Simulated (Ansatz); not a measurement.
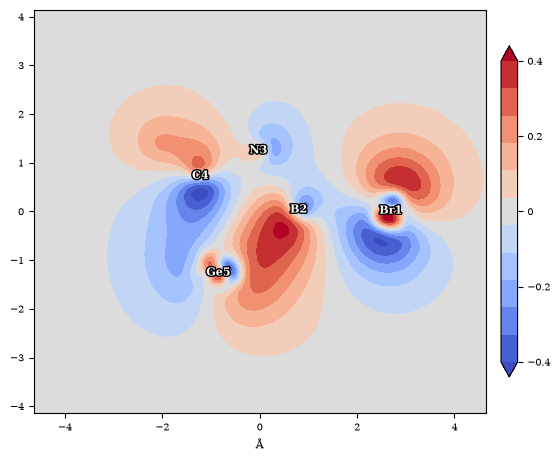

Figure. CH3BBrGeN. The HOMO−1 on the plane of atoms N3, B2 and Ge5 (values in Å⁻³ᐟ²; the overall sign is arbitrary).

These are results of Ansatz 0.2.0, RKS PBE-D4/def2-SVP, not measurements.

Input file:

```
crystal:
  periodic: [false, false, false]
  atoms:
    - { symbol: Br, position_ang: [-2.9932, -0.4104, 0.6798] }
    - { symbol: B, position_ang: [-1.1026, 0.0437, 0.4402] }
    - { symbol: "N", position_ang: [-0.1253, 0.9884, 1.1202] }
    - { symbol: C, position_ang: [1.0923, 0.7481, 0.4597] }
    - { symbol: Ge, position_ang: [0.2613, -0.5549, -0.7193] }
    - { symbol: H, position_ang: [2.0286, 1.1398, 0.536] }
    - { symbol: H, position_ang: [0.1505, -0.0376, -2.1557] }
    - { symbol: H, position_ang: [0.7806, -1.9742, -0.4165] }
basis:
  gaussian: { orbitals: def2-SVP }
hamiltonian:
  xc: pbe
  dispersion: d4
relax:
  f_tol: 0.02
  max_steps: 50
output:
  orbitals: {}
```

Launched as:

```sh
ansatz run input.yaml --threads 2 --pin off --max-ram 3072MiB --backend cpu --events-out ev --progress --plain --runs-dir out
```

The fields are those of the relaxed geometry.

Q: Describe this orbital and give its energy.

A: It lies mainly on Br1 (about 35 %), Ge5 (about 30 %), B2 (about 15 %) and C4 (about 15 %). Its energy is −6.50 eV.
